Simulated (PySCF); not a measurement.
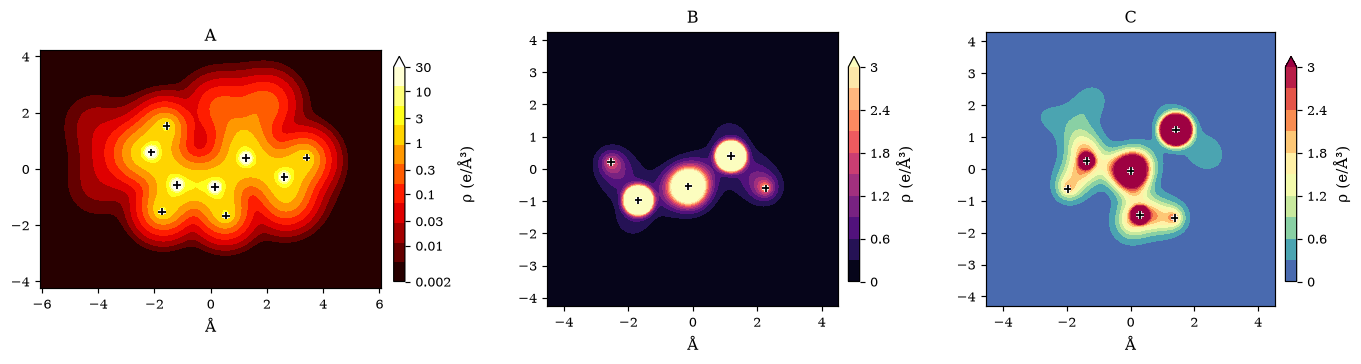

The electron density of 3 systems, each on a plane through atoms (crosses mark nuclei in the plane).

These are results of PBE0/pcSseg-1, SCF density, gas phase, non-relativistic in PySCF, not measurements.

System 1: C$_{4}$H$_{12}$AlClO, the plane of atoms C4, O3 and Al5. Geometry: GFN2-xTB.

```yaml
atoms:
  - { symbol: C, position_ang: [-1.3328, 1.5122, -0.0431] }
  - { symbol: C, position_ang: [-1.5727, 0.0490, -0.3663] }
  - { symbol: O, position_ang: [-0.3617, -0.6906, -0.2028] }
  - { symbol: C, position_ang: [-0.5325, -1.9736, 0.3676] }
  - { symbol: Al, position_ang: [1.3509, -0.1367, -0.8637] }
  - { symbol: C, position_ang: [2.1555, 1.0804, 0.5693] }
  - { symbol: Cl, position_ang: [2.2621, -0.4157, 1.5712] }
  - { symbol: H, position_ang: [-1.0059, 1.6164, 0.9890] }
  - { symbol: H, position_ang: [-2.2500, 2.0780, -0.1857] }
  - { symbol: H, position_ang: [-0.5567, 1.9030, -0.6981] }
  - { symbol: H, position_ang: [-1.9147, -0.0640, -1.4008] }
  - { symbol: H, position_ang: [-2.3348, -0.3661, 0.3029] }
  - { symbol: H, position_ang: [-0.9137, -1.8947, 1.3898] }
  - { symbol: H, position_ang: [0.4527, -2.4403, 0.3849] }
  - { symbol: H, position_ang: [-1.2107, -2.5803, -0.2377] }
  - { symbol: H, position_ang: [1.9906, -1.5402, -1.0913] }
  - { symbol: H, position_ang: [0.8877, 0.6376, -2.1290] }
  - { symbol: H, position_ang: [1.6861, 1.8311, 1.2094] }
  - { symbol: H, position_ang: [3.1907, 1.4037, 0.4271] }
```

System 2: C$_{5}$H$_{14}$B$_{2}$Si (SMILES BC(B)(C)/C=C\C[SiH3]), the plane of atoms C6, C7 and H19. Geometry: GFN2-xTB.

```yaml
atoms:
  - { symbol: B, position_ang: [-1.7458, 0.2814, 1.2825] }
  - { symbol: C, position_ang: [-1.4869, -0.3529, -0.0921] }
  - { symbol: B, position_ang: [-0.7650, 0.6388, -1.1266] }
  - { symbol: C, position_ang: [-2.6611, -1.1502, -0.6654] }
  - { symbol: C, position_ang: [-0.1796, -0.9935, -0.4939] }
  - { symbol: C, position_ang: [1.1074, -0.7903, -0.1286] }
  - { symbol: C, position_ang: [1.7211, 0.1836, 0.7965] }
  - { symbol: Si, position_ang: [3.0228, 1.2762, -0.0846] }
  - { symbol: H, position_ang: [-0.9036, 0.5864, 2.0330] }
  - { symbol: H, position_ang: [-2.8558, 0.4917, 1.5954] }
  - { symbol: H, position_ang: [-0.1897, 1.5810, -0.7410] }
  - { symbol: H, position_ang: [-0.9979, 0.5396, -2.2725] }
  - { symbol: H, position_ang: [-3.5744, -0.5646, -0.5958] }
  - { symbol: H, position_ang: [-2.8097, -2.0728, -0.1026] }
  - { symbol: H, position_ang: [-2.5060, -1.4088, -1.7119] }
  - { symbol: H, position_ang: [-0.3245, -1.8113, -1.1933] }
  - { symbol: H, position_ang: [1.8363, -1.4616, -0.5776] }
  - { symbol: H, position_ang: [2.2447, -0.3733, 1.5791] }
  - { symbol: H, position_ang: [0.9731, 0.8074, 1.2739] }
  - { symbol: H, position_ang: [3.6141, 2.1579, 0.9233] }
  - { symbol: H, position_ang: [4.0625, 0.4040, -0.6410] }
  - { symbol: H, position_ang: [2.4078, 2.0508, -1.1583] }
```

System 3: CH$_{9}$NOSi$_{2}$, the plane of atoms O4, Si2 and H9. Geometry: GFN2-xTB.

```
atom    x (Å)    y (Å)    z (Å)
   C  -1.7966  -0.9070   0.0363
  Si  -0.5819   0.2009   0.9738
   N  -0.7211   1.7827   0.3030
   O   0.9531  -0.2757   0.7393
  Si   2.3707  -0.4914   0.0009
   H  -2.8211  -0.7106   0.3360
   H  -1.7292  -0.7481  -1.0358
   H  -1.5945  -1.9558   0.2288
   H  -0.7181   0.0818   2.4308
   H  -1.6245   2.2238   0.2667
   H  -0.0124   2.4627   0.5261
   H   2.2214  -0.2891  -1.4405
   H   2.7610  -1.8647   0.3166
   H   3.2923   0.4901   0.5759
```

**Which map belongs to which system?**

Panel A is system 2, C$_{5}$H$_{14}$B$_{2}$Si: the plane holds C and H. C–C (1.35 Å): ρ is about 2.2 e/Å³ halfway. Panel B is system 3, CH$_{9}$NOSi$_{2}$: the plane holds Si, O and H. Si–O (1.61 Å): ρ is about 1.1 e/Å³ halfway. Panel C is system 1, C$_{4}$H$_{12}$AlClO: the plane holds C, O, Al and H. C–O (1.41 Å): ρ at the midpoint is about 2 e/Å³, with its minimum of 1.7 e/Å³ about 0.5 Å from C.
